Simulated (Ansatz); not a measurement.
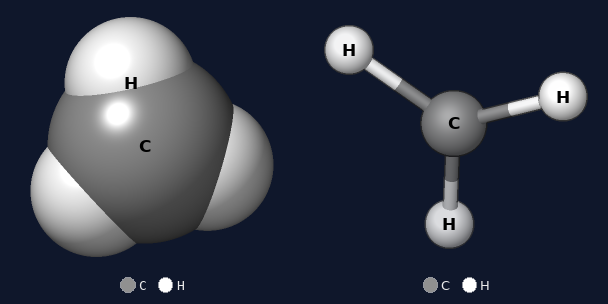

Two views of one molecule.

The species is neutral and a spin doublet. Computed geometry: PBE0-D4/def2-TZVP optimisation.

Which formula does it have?

CH₃, 4 atoms: 1 carbon and 3 hydrogen.

What is the point group of this geometry?

D3h.

How many bonds of each kind are drawn?

3 C–H. Sticks follow a distance rule.

How many sets of symmetry-equivalent atoms are there?

2: 1 C, 3 H.

More results for the same structure follow; atom numbers are the same in all pictures, views and colours differ.

## Shape

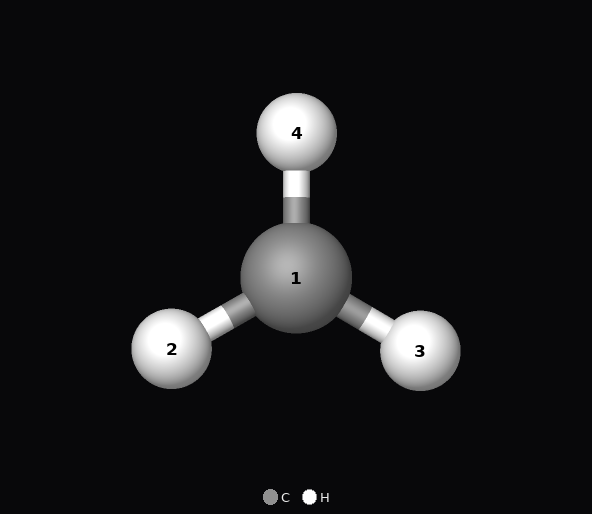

Numbered structure.

Describe the coordination of atom 1.

C1 has 3 neighbours (H2 at 1.08, H3 at 1.08, H4 at 1.08 Å); the arrangement is trigonal planar.

## Electronic properties

Method: UHF-CCSD(T), frozen core/def2-QZVPP (Ansatz 0.2.0).

Predict the main results.

- ⟨S²⟩ of the determinant: 0.762
- T1 diagnostic: 0.009

## Vibrations

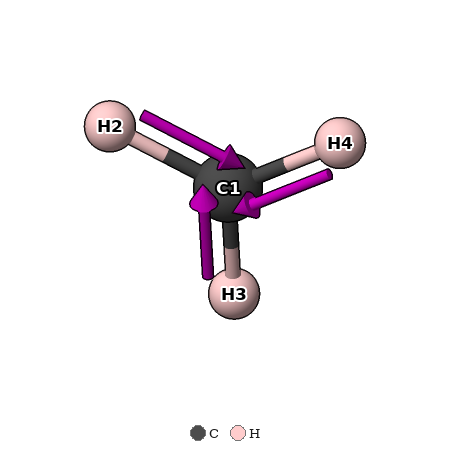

The arrows show one normal mode. Harmonic vibrations computed with UKS PBE0-D4/def2-TZVP (Ansatz 0.2.0) at a stationary point of the same level.

Describe the motion.

Mostly in-phase stretching of 3 C–H bonds.

Estimate its harmonic wavenumber.

3129 cm⁻¹; it is mode 4 of 6 counted from the lowest.

## Charges

The questions are on Mulliken charges. Level of theory: UKS PBE0-D4/def2-TZVP (Ansatz 0.2.0).

Give the Mulliken charges atom by atom.

```json
{"atom": "C1", "value (e)": "−0.42"}
{"atom": "H2", "value (e)": "0.14"}
{"atom": "H3", "value (e)": "0.14"}
{"atom": "H4", "value (e)": "0.14"}
```

Mulliken values depend strongly on the basis set and can even reverse the polarity of a bond.
